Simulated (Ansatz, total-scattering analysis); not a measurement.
**Reading the total scattering of a disordered sample**

The sample: aqueous CaCl2 (30 H2O, 2 Ca2+ and 4 Cl-; O 31.2, H 62.5, Ca 2.1, Cl 4.2 atom %) at 330 K, fixed volume (mean pressure 0.9 GPa), ρ₀ = 0.0955 Å⁻³. The data come from ab initio molecular dynamics with Ansatz (PBE, plane waves, PAW default files, Langevin thermostat, no spin, fixed volume, H with the mass of D). The average runs over 0.68 ps of 96 atoms, so shells between rare elements are rough. Mean temperature 338 K, largest m.s.d. 0.67 Å², energy drift -2 meV an atom (last third less first, no steady trend), Langevin friction 10 ps⁻¹; the first quarter of the run is discarded. Start: last frame of a classical run of this cell at the same density and temperature. So short a stretch relaxes bonds and nearest shells but still remembers its start. It is a liquid that moves slowly on the time of the run as far as so short a run tells.

S(Q) is the Faber–Ziman total, Σ ci cj fi fj (Sij − 1)/⟨f⟩² + 1. Below 4 Å⁻¹ the partials are summed on the cell's own reciprocal vectors (from 0.63 Å⁻¹) and folded with a Gaussian of σ = 0.14 Å⁻¹; above it they are transforms of g(r) out to 6.8 Å, tapered over the last 40 %. The fold lowers sharp peaks, and with so few vectors their positions are good to about 0.1 Å⁻¹. X-rays take neutral-atom form factors, neutrons coherent lengths (O 5.8037, H 6.6681, Ca 4.7, Cl 9.5792 fm). Hydrogen is taken as deuterium. G(r) = 4πrρ₀[g(r) − 1] carries the resolution of a Lorch-windowed transform up to 20 Å⁻¹. The patterns are simulated, not measured. The cell is small: beyond half the box only the part of each shell inside it is counted, and low-Q values rest on few vectors.

| Q (Å⁻¹) | X-ray | neutron |
| --- | --- | --- |
| 0.6 | -0.78 | 0.16 |
| 0.9 | -0.71 | 0.19 |
| 1.2 | -0.39 | 0.33 |
| 1.5 | -0.16 | 0.65 |
| 1.8 | 0.73 | 1.61 |
| 2.1 | 1.15 | 1.74 |
| 2.4 | 1.21 | 1.38 |
| 2.7 | 1.70 | 1.12 |
| 3.0 | 1.72 | 0.85 |
| 3.3 | 1.05 | 0.79 |
| 3.6 | 0.56 | 0.84 |
| 3.9 | 0.60 | 0.89 |
| 4.2 | 0.89 | 0.91 |
| 4.5 | 1.08 | 0.86 |
| 4.8 | 1.01 | 0.81 |
| 5.1 | 0.92 | 0.79 |
| 5.4 | 0.94 | 0.81 |
| 5.7 | 1.04 | 0.86 |
| 6.0 | 1.12 | 0.95 |
| 6.3 | 1.10 | 1.03 |
| 6.6 | 1.00 | 1.06 |
| 6.9 | 0.88 | 1.04 |
| 7.2 | 0.85 | 1.03 |
| 7.5 | 0.94 | 1.05 |
| 7.8 | 1.06 | 1.10 |
| 8.1 | 1.11 | 1.15 |
| 8.4 | 1.10 | 1.17 |
| 8.7 | 1.06 | 1.16 |
| 9.0 | 0.99 | 1.11 |
| 9.3 | 0.92 | 1.06 |
| 9.6 | 0.92 | 1.01 |
| 9.9 | 0.96 | 0.96 |
| 10.2 | 0.99 | 0.91 |
| 10.5 | 1.03 | 0.88 |
| 10.8 | 1.07 | 0.87 |
| 11.1 | 1.06 | 0.87 |
| 11.4 | 0.99 | 0.89 |
| 11.7 | 0.95 | 0.91 |
| 12.0 | 0.97 | 0.95 |

G(r):

```csv
r (Å),X-ray,neutron
0.6,-0.40,-0.76
0.7,-0.38,-0.94
0.8,-0.33,0.10
0.9,-0.30,2.15
1.0,-0.36,2.97
1.1,-0.54,1.47
1.2,-0.79,-0.75
1.3,-1.05,-1.61
1.4,-1.27,-1.03
1.5,-1.46,-0.30
1.6,-1.62,-0.15
1.7,-1.77,-0.55
1.8,-1.90,-1.10
1.9,-2.05,-1.32
2.0,-2.26,-1.12
2.1,-2.30,-0.81
2.2,-1.64,-0.62
2.3,-0.32,-0.60
2.4,0.92,-0.74
2.5,1.35,-0.93
2.6,0.96,-0.99
2.7,0.39,-0.90
2.8,0.24,-0.65
2.9,0.61,-0.24
3.0,1.28,0.29
3.1,1.76,0.72
3.2,1.69,0.92
3.3,1.14,0.91
3.4,0.39,0.79
3.5,-0.26,0.65
3.6,-0.71,0.55
3.7,-1.04,0.49
3.8,-1.20,0.49
3.9,-1.11,0.52
4.0,-0.67,0.51
4.1,-0.08,0.43
4.2,0.35,0.30
4.3,0.54,0.17
4.4,0.64,0.06
4.5,0.74,0.01
4.6,0.82,-0.01
4.7,0.85,-0.02
4.8,0.79,-0.06
4.9,0.56,-0.10
5.0,0.29,-0.12
5.1,0.26,-0.08
5.2,0.37,-0.07
5.3,0.08,-0.14
5.4,-0.61,-0.26
5.5,-1.03,-0.33
5.6,-0.80,-0.35
5.7,-0.39,-0.32
5.8,-0.22,-0.22
5.9,-0.32,-0.10
6.0,-0.58,-0.04
```

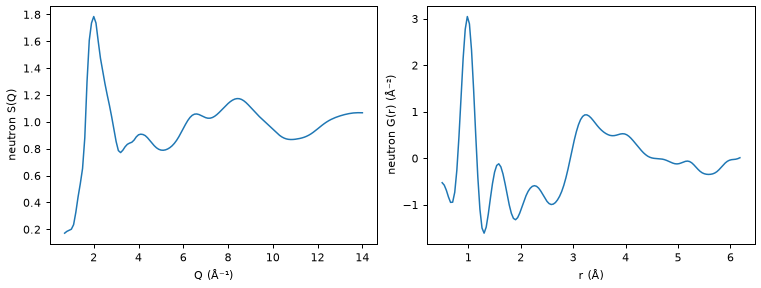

**Question.** Which pairs make the maxima of G(r) below 4.5 Å, and what can the data say of the number of neighbours?

Each pair enters with the weight ci cj fi fj (2 − δij)/⟨f⟩², taking f = Z for X-rays at Q = 0: H–H 0.02 / 0.41; O–H 0.17 / 0.36; O–O 0.35 / 0.08; O–Cl 0.20 / 0.03; O–Ca 0.12 / 0.01; H–Cl 0.05 / 0.08; Ca–Cl 0.03 / 0.00; H–Ca 0.03 / 0.02 (X-ray / neutron).

| radiation | maximum (Å) | G (Å⁻²) | pairs that make it (share of the curvature of G, each pair at the same resolution) |
| --- | --- | --- | --- |
| X-ray | 2.49 | 1.36 | O–Ca 97 % |
| X-ray | 3.14 | 1.81 | O–Cl 89 % |
| neutron | 0.98 | 3.05 | O–H 100 % |
| neutron | 1.57 | -0.12 | H–H 100 % |
| neutron | 2.26 | -0.59 | H–H 68 %, H–Cl 32 % |
| neutron | 3.24 | 0.94 | O–H 57 %, O–Cl 24 % |

The first neutron peak is mostly one pair, so its area estimates the neighbours: ∫ r [G + 4πρ₀r] dr from 0.54 to 1.26 Å is 1.16, and times c(H)/weight = 0.625/0.360 gives 2.0 H around each O; the count from the coordinates is 2.00.

From the coordinates:

| pair | first peak (Å) | g there | first minimum (Å) | g there | neighbours | kind |
| --- | --- | --- | --- | --- | --- | --- |
| O–H | 0.99 | 29.2 | 1.26 | 0.01 | 2.0 H per O, 1.0 O per H | within molecules |
| H–H | 1.56 | 3.4 | 1.84 | 0.12 | 1.0 | within molecules |
| H–Cl | 2.17 | 3.0 | 2.94 | 0.36 | 0.4 Cl per H, 5.7 H per Cl | between molecules |
| O–Ca | 2.50 | 9.1 | 3.14 | 0.04 | 0.5 Ca per O, 7.2 O per Ca | between molecules |
| O–O | 2.74 | 2.5 | 3.58 | 0.91 | 5.3 | between molecules |
| O–Cl | 3.17 | 3.1 | 3.74 | 0.72 | 0.9 Cl per O, 6.4 O per Cl | between molecules |

Distances within molecules give the sharpest pair functions, and with hydrogen they rule the neutron S(Q) at high Q: O–H 0.99 Å and H–H 1.56 Å (first peaks only). Between molecules or ions, shells with a clear end include O–Ca at 2.50 Å (0.5 Ca per O, 7.2 O per Ca). On the last frame 90 % of the H on O, N or F point at an acceptor of another molecule or at an anion within hydrogen-bond range (2.35 Å to O, N, F; 2.85 Å to Cl, Br, I).

[Logs are printed without paths, hosts, clocks, repeated set-up lines and the standing remarks that a program may print on its own settings, such as how far it seeks lower states.]
